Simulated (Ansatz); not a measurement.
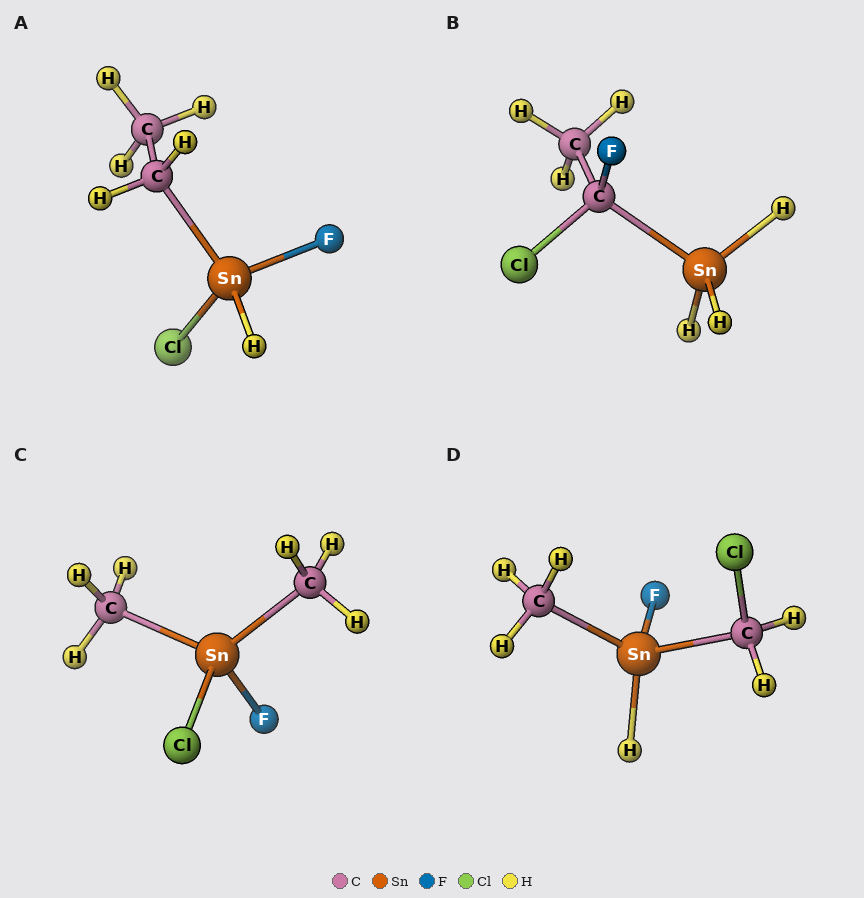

4 stationary structures of one formula. Geometries: PBE-D4/def2-SVP. Electronic energies: PBE-D4/def2-SVP (Ansatz 0.2.0), without zero-point energy. No frequency run is at hand to confirm each as a minimum. Each is one conformer, not always the lowest.

### How are they related?

They are constitutional isomers of C2H6ClFSn: A `C[CH2][Sn@H]([F])[Cl]`, B `C[C@@](F)(Cl)[SnH3]`, C `[CH3][Sn]([CH3])([F])[Cl]`, D `[CH3][Sn@@H]([F])[CH2]Cl`.

### Rank them by energy, lowest first.

C is lowest; A lies 0.365 eV above it, D lies 1.886 eV above it, B lies 3.085 eV above it.
